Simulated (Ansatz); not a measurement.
BFH3NSi (charge +1, doublet)

```yaml
atoms:
  - { symbol: B, position_ang: [-0.0541, 0.3291, -0.1665] }
  - { symbol: F, position_ang: [-1.4393, 0.8349, -0.3586] }
  - { symbol: N, position_ang: [0.6418, 1.1670, -1.0304] }
  - { symbol: Si, position_ang: [-0.7409, 2.0750, -1.5969] }
  - { symbol: H, position_ang: [0.1246, -0.5604, 0.5974] }
  - { symbol: H, position_ang: [1.6357, 1.1548, -1.2545] }
  - { symbol: H, position_ang: [-1.0201, 3.3902, -0.9428] }
```

Geometry: r2SCAN-D4/def2-SVP.

Method: isolated molecule in a Gaussian basis; Kohn-Sham density functional theory, functional PBE0 in Ansatz 0.2.0.

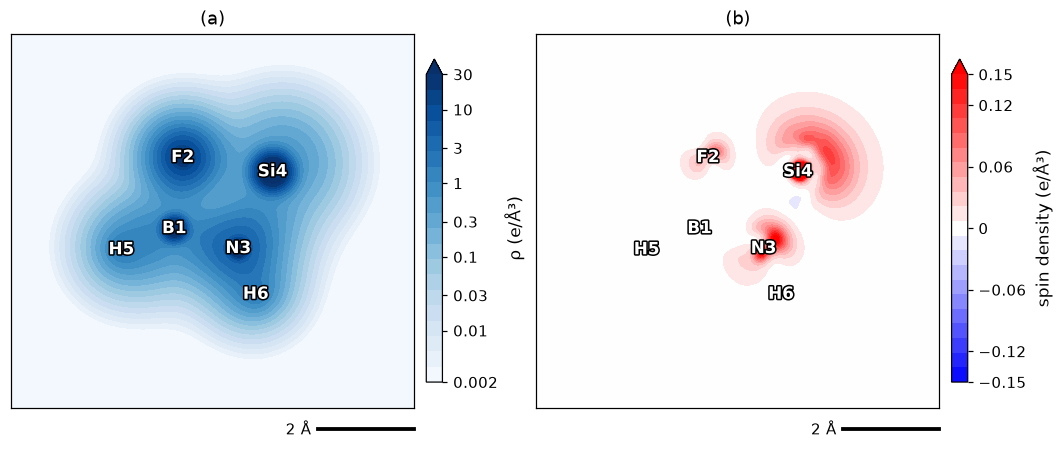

Figure 1. (a) total electron density; (b) spin density (α minus β) on the plane of atoms F2, B1 and H5.

What does the map show?

Answer. Atoms in the plane: B, F, N, Si and H.
B–N (1.39 Å): ρ at the midpoint is about 2 e/Å³.
B–F (1.49 Å): ρ is about 1.4 e/Å³ halfway.
Si–N (1.75 Å): ρ at the midpoint is about 1.1 e/Å³.
Si–F (1.89 Å): ρ at the midpoint is about 0.59 e/Å³.
N–H (1.02 Å): ρ is about 2.9 e/Å³ halfway.
The unpaired spin (1 electron) lies mostly on Si4 (about 0.7), H7 (about 0.1) and N3 (about 0.1), in electrons by Hirshfeld's partition.

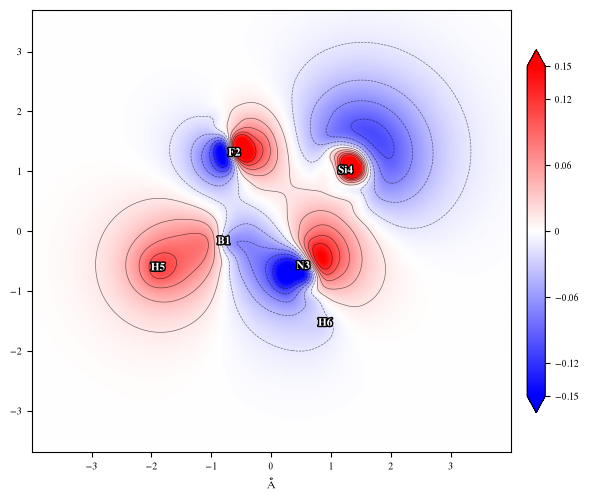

Figure 2. The HOMO (β) on the plane of atoms B1, F2 and Si4 (values in Å⁻³ᐟ²; the overall sign is arbitrary).

Describe this orbital and give its energy.

Answer. By Hirshfeld shares it lies mainly on N3 (about 60 %), B1 (about 15 %), Si4 (about 15 %) and F2 (about 5 %). Its energy is −15.40 eV.
